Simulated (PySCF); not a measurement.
# TiCl₅ (-2): ligand-field states

What do calculations give for the ligand-field states of TiCl₅ (-2)?

Programs: PySCF 2.14.0, with routines of our own; each step states its level. All values are computed. Atoms count from 0.

## 1. The system as given

6 atoms, charge -2, states of the metal's open shell are computed; geometry from: model start, shaken.

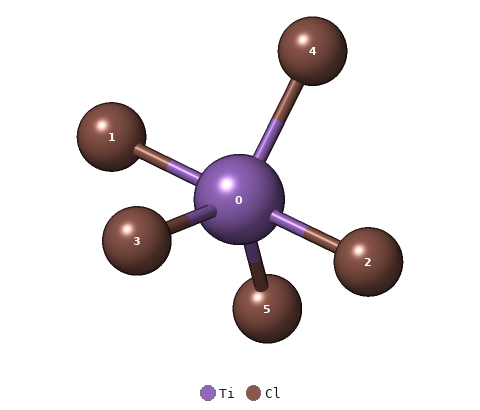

The starting geometry (titanium purple, chlorine brown); sticks join atoms by distance alone.

## 2. Relaxing the molecule at PBE0-D3(BJ)/def2-TZVP

Job settings and geometry (Å):

```
{"job": {"xc": "PBE0", "basis": "def2-TZVP", "d3": "d3bj", "grid": 1, "maxiter": 45, "solvent": "water", "kind": "geom"}, "charge": -2, "metal": "Ti", "open_shell": "d1"}
Ti     0.000020     0.004480    -0.004110
Cl    -0.013360    -0.006820     2.305130
Cl     0.000900     0.020100    -2.327380
Cl     2.310690     0.007350     0.005350
Cl    -1.158420     1.995220    -0.000440
Cl    -1.149570    -2.029340    -0.006860
```

The run is started by

```console
OMP_NUM_THREADS=1 python lf_run.py task.json out
```

This one command runs all jobs of the session in turn.

Log:

```text
step   0  E = -3150.22439733  max force = 0.023014
step   1  E = -3150.22938516  max force = 0.005340
step   2  E = -3150.23000341  max force = 0.001594
step   3  E = -3150.23016679  max force = 0.002545
step   4  E = -3150.23019964  max force = 0.002040
step   5  E = -3150.23021717  max force = 0.000720
step   6  E = -3150.23020018  max force = 0.001120
step   7  E = -3150.23020176  max force = 0.001615
step   8  E = -3150.23022327  max force = 0.001365
step   9  E = -3150.23025841  max force = 0.000780
step  10  E = -3150.23030952  max force = 0.000547
step  11  E = -3150.23037592  max force = 0.001163
step  12  E = -3150.23043157  max force = 0.001384
step  13  E = -3150.23047811  max force = 0.001902
step  14  E = -3150.23047645  max force = 0.001122
step  15  E = -3150.23050669  max force = 0.000764
step  16  E = -3150.23051245  max force = 0.000293
optimisation converged
```

It took 18 min on 1 thread of Arm Neoverse V1, shared host; peak memory 1.4 GiB.

Along the way:

```csv
step,energy from step 0 (eV),largest force component (eV/Å)
0,0.0000,1.1834
1,-0.1357,0.2746
2,-0.1525,0.0820
3,-0.1570,0.1309
4,-0.1579,0.1049
5,-0.1584,0.0370
6,-0.1579,0.0576
7,-0.1579,0.0830
8,-0.1585,0.0702
9,-0.1595,0.0401
10,-0.1609,0.0281
11,-0.1627,0.0598
12,-0.1642,0.0712
13,-0.1655,0.0978
14,-0.1654,0.0577
15,-0.1662,0.0393
16,-0.1664,0.0151
```

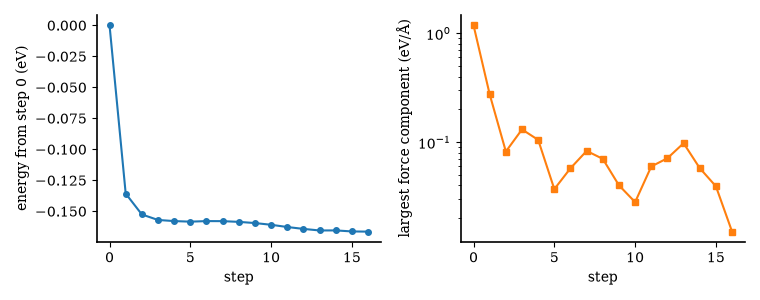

Energy and largest force along the relaxation.

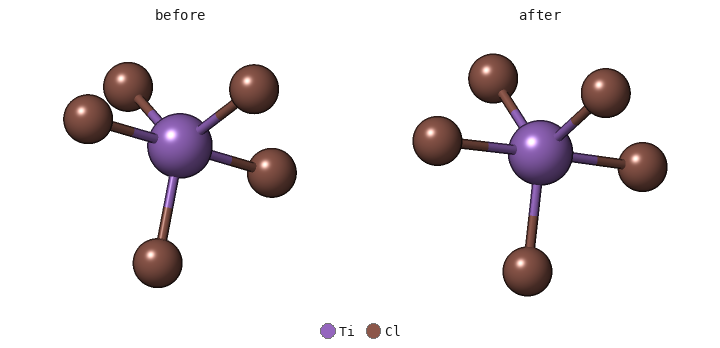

The geometry before (left) and after (right).

Close pairs (by a distance rule), those that changed most:

```csv
bond,before (Å),after (Å),change (Å)
Ti0–Cl1,2.309,2.439,+0.130
Ti0–Cl2,2.323,2.441,+0.118
Ti0–Cl3,2.311,2.342,+0.032
Ti0–Cl4,2.303,2.334,+0.030
Ti0–Cl5,2.336,2.315,-0.021
```

The end geometry stands in the next job.

```csv
at the end point,value
point group (found at 0.08 Å tolerance),Cs
"rotational constants (GHz, main isotopes)","0.888, 0.745, 0.698"
⟨S²⟩,0.754
```

## 3. Ligand-field states: state-averaged CASSCF in water

Job settings and geometry (Å):

```
{"job": {"kind": "lf", "basis": {"metal": "x2c-TZVPall", "ligand": "x2c-SVPall"}, "nevpt": true, "solvent": "water"}, "charge": -2, "metal": "Ti", "open_shell": "d1"}
Ti     0.000000     0.000000     0.000000
Cl    -0.000284     0.027183     2.439755
Cl    -0.000284     0.027183    -2.439755
Cl    -1.042831    -2.097272     0.000000
Cl     2.326007    -0.189212    -0.000000
Cl    -1.195309     1.982527    -0.000000
```

Level: state-averaged CASSCF of the metal d shell, SC-NEVPT2 on the averaged canonical orbitals, state-interaction spin-orbit coupling.

Log (excerpt; [...] marks lines left out):

```text
basis functions 138, electrons 109, active (1e, 5o)
stage 1: DIIS on the effective Fock matrix, level shift 0.30
cycle   1  E = -3156.5816795727  dE = -3.157e+03  max|g| = 8.025e-01
cycle   2  E = -3156.5592857683  dE =  2.239e-02  max|g| = 9.606e-01
cycle   3  E = -3156.9141240020  dE = -3.548e-01  max|g| = 5.335e-01
cycle   4  E = -3157.0868990270  dE = -1.728e-01  max|g| = 1.918e-01
cycle   5  E = -3157.1409319034  dE = -5.403e-02  max|g| = 3.773e-02
cycle   6  E = -3157.1418492436  dE = -9.173e-04  max|g| = 5.060e-02
cycle   7  E = -3157.1452150126  dE = -3.366e-03  max|g| = 1.345e-02
cycle   8  E = -3157.1454383596  dE = -2.233e-04  max|g| = 8.336e-03
cycle   9  E = -3157.1454596614  dE = -2.130e-05  max|g| = 7.458e-03
cycle  10  E = -3157.1455078879  dE = -4.823e-05  max|g| = 4.692e-03
[... 6 cycles left out ...]
cycle  17  E = -3157.1454997204  dE =  5.906e-06  max|g| = 5.866e-03
cycle  18  E = -3157.1454900773  dE =  9.643e-06  max|g| = 6.707e-03
cycle  19  E = -3157.1454783675  dE =  1.171e-05  max|g| = 8.006e-03
cycle  20  E = -3157.1454604289  dE =  1.794e-05  max|g| = 9.782e-03
cycle  21  E = -3157.1454348821  dE =  2.555e-05  max|g| = 1.208e-02
cycle  22  E = -3157.1453931092  dE =  4.177e-05  max|g| = 1.471e-02
cycle  23  E = -3157.1453223391  dE =  7.077e-05  max|g| = 1.831e-02
cycle  24  E = -3157.1452105714  dE =  1.118e-04  max|g| = 2.276e-02
cycle  25  E = -3157.1450317018  dE =  1.789e-04  max|g| = 2.831e-02
cycle  26  E = -3157.1447408112  dE =  2.909e-04  max|g| = 3.531e-02
stage 2: quasi-Newton rotations from the point of smallest gradient
cycle  28  E = -3157.1455321127  dE = -1.134e-05  max|g| = 1.083e-03
cycle  29  E = -3157.1455342104  dE = -2.098e-06  max|g| = 6.603e-04
cycle  30  E = -3157.1455344454  dE = -2.350e-07  max|g| = 1.658e-04
cycle  31  E = -3157.1455344640  dE = -1.860e-08  max|g| = 2.763e-05
cycle  32  E = -3157.1455344653  dE = -1.269e-09  max|g| = 7.513e-06
converged average energy = -3157.1455344653

 mult deg   label        CASSCF/cm-1   NEVPT2/cm-1
   2   1   2A''                0.0           0.0
   2   1   2A''              514.3         493.2
   2   1   2A'              3698.6        4029.5
   2   1   2A'              5035.6        5494.1
   2   1   2A'             12553.9       14252.5

spin-orbit levels / cm-1
      0.00  x2  2A'' 0.98
    512.87  x2  2A'' 0.98
   4037.55  x2  2A' 0.99
   5515.25  x2  2A' 0.99
  14266.46  x2  2A' 1.00
```

Wall time 11 s (1 thread of Arm Neoverse V1, shared host); peak memory 0.4 GiB.

Key values:

```csv
quantity,value
spin-orbit constant ζ,118 cm⁻¹
```

Powder susceptibility:

```csv
T (K),χT (cm³ K/mol),μ(eff)
2,0.282,1.50
5,0.284,1.51
10,0.286,1.51
20,0.290,1.52
30,0.295,1.53
50,0.303,1.56
75,0.314,1.59
100,0.326,1.61
150,0.348,1.67
200,0.369,1.72
250,0.389,1.76
300,0.407,1.80
```

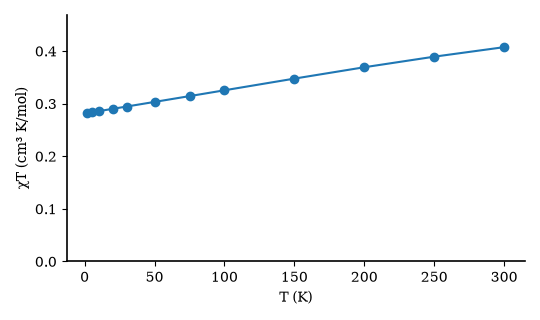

χT against temperature.

Orbitals, density, ELF and potential are computed afterwards from the orbital file.

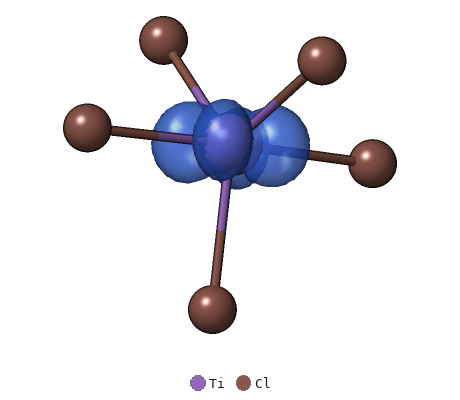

Spin density at ±0.1 e/Å³ (alpha excess blue, beta excess red).

In these pictures sticks join atoms by distance alone, so bonds to metals can be missing or extra.

## 4. Ligand-field states: state-averaged CASSCF (basis x2c-TZVPall) in water

Job settings and geometry (Å):

```
{"job": {"kind": "lf", "basis": "x2c-TZVPall", "nevpt": true, "solvent": "water"}, "charge": -2, "metal": "Ti", "open_shell": "d1"}
Ti     0.000000     0.000000     0.000000
Cl    -0.000284     0.027183     2.439755
Cl    -0.000284     0.027183    -2.439755
Cl    -1.042831    -2.097272     0.000000
Cl     2.326007    -0.189212    -0.000000
Cl    -1.195309     1.982527    -0.000000
```

Method: state-averaged CASSCF of the metal d shell, SC-NEVPT2 on the averaged canonical orbitals, state-interaction spin-orbit coupling.

Log (excerpt; [...] marks lines left out):

```text
basis functions 233, electrons 109, active (1e, 5o)
stage 1: DIIS on the effective Fock matrix, level shift 0.30
cycle   1  E = -3157.3415535933  dE = -3.157e+03  max|g| = 6.113e-01
cycle   2  E = -3157.4714977907  dE = -1.299e-01  max|g| = 9.668e-01
cycle   3  E = -3157.7850440590  dE = -3.135e-01  max|g| = 3.520e-01
cycle   4  E = -3157.9467317453  dE = -1.617e-01  max|g| = 1.859e-01
cycle   5  E = -3157.9981089526  dE = -5.138e-02  max|g| = 3.242e-02
cycle   6  E = -3157.9998635539  dE = -1.755e-03  max|g| = 4.580e-02
cycle   7  E = -3158.0027668376  dE = -2.903e-03  max|g| = 7.310e-03
cycle   8  E = -3158.0028592295  dE = -9.239e-05  max|g| = 8.361e-03
cycle   9  E = -3158.0029256381  dE = -6.641e-05  max|g| = 3.653e-03
cycle  10  E = -3158.0029423550  dE = -1.672e-05  max|g| = 2.373e-03
[... 6 cycles left out ...]
cycle  17  E = -3158.0029480384  dE = -2.433e-07  max|g| = 7.523e-04
cycle  18  E = -3158.0029482343  dE = -1.959e-07  max|g| = 5.748e-04
cycle  19  E = -3158.0029482462  dE = -1.194e-08  max|g| = 5.397e-04
cycle  20  E = -3158.0029482004  dE =  4.582e-08  max|g| = 6.152e-04
cycle  21  E = -3158.0029481337  dE =  6.668e-08  max|g| = 7.073e-04
cycle  22  E = -3158.0029480240  dE =  1.098e-07  max|g| = 8.128e-04
cycle  23  E = -3158.0029478765  dE =  1.475e-07  max|g| = 9.585e-04
cycle  24  E = -3158.0029476468  dE =  2.297e-07  max|g| = 1.127e-03
cycle  25  E = -3158.0029473792  dE =  2.675e-07  max|g| = 1.276e-03
cycle  26  E = -3158.0029468228  dE =  5.565e-07  max|g| = 1.636e-03
stage 2: quasi-Newton rotations from the point of smallest gradient
cycle  28  E = -3158.0029484516  dE = -2.054e-07  max|g| = 1.491e-04
cycle  29  E = -3158.0029484850  dE = -3.340e-08  max|g| = 7.445e-05
cycle  30  E = -3158.0029484898  dE = -4.790e-09  max|g| = 1.678e-05
cycle  31  E = -3158.0029484901  dE = -3.397e-10  max|g| = 3.124e-06
converged average energy = -3158.0029484901

 mult deg   label        CASSCF/cm-1   NEVPT2/cm-1
   2   1   2A''                0.0           0.0
   2   1   2A''              532.1         499.8
   2   1   2A'              3759.5        3915.0
   2   1   2A'              5086.6        5320.0
   2   1   2A'             12386.2       13657.6

spin-orbit levels / cm-1
      0.00  x2  2A'' 0.98
    519.18  x2  2A'' 0.98
   3922.95  x2  2A' 0.99
   5341.30  x2  2A' 0.99
  13671.61  x2  2A' 1.00
```

It took 29 s on 1 thread of Arm Neoverse V1, shared host; peak memory 0.7 GiB.

Key values:

```csv
quantity,value
spin-orbit constant ζ,118 cm⁻¹
```

Powder susceptibility:

```csv
T (K),χT (cm³ K/mol),μ(eff)
2,0.283,1.50
20,0.291,1.52
100,0.326,1.61
300,0.407,1.80
```

## 5. The runs side by side

From the NEVPT2 states (cm⁻¹; the spread is that of the fitted one-electron ligand-field levels):

```csv
step,setting,ground state,next state,orbital spread,ζ,"μ(eff), 300 K"
3,as given,2A'',2A'' at 493,14252,118,1.80
4,basis x2c-TZVPall,2A'',2A'' at 500,13658,118,1.80
```

## 6. What came out

```
                                                                 quantity                 value
                                                              point group                    Cs
                                     rotational constants (main isotopes)  0.89, 0.75, 0.70 GHz
           spin-orbit constant ζ (step 3, state-averaged CASSCF in water)              118 cm⁻¹
ground multiplicity, μ(eff) at 300 K (step 3, 5 donors at 2.31 to 2.44 Å)            2, 1.80 μB
ground multiplicity, μ(eff) at 300 K (step 4, 5 donors at 2.31 to 2.44 Å)            2, 1.80 μB
```

Over 16 steps the energy fell by 0.166 eV; of the close pairs, Ti0–Cl1 changed most, 2.309 to 2.439 Å. In step 3, χT goes from 0.28 at 2 K to 0.41 cm³ K/mol at 300 K, as higher levels fill or mix in.
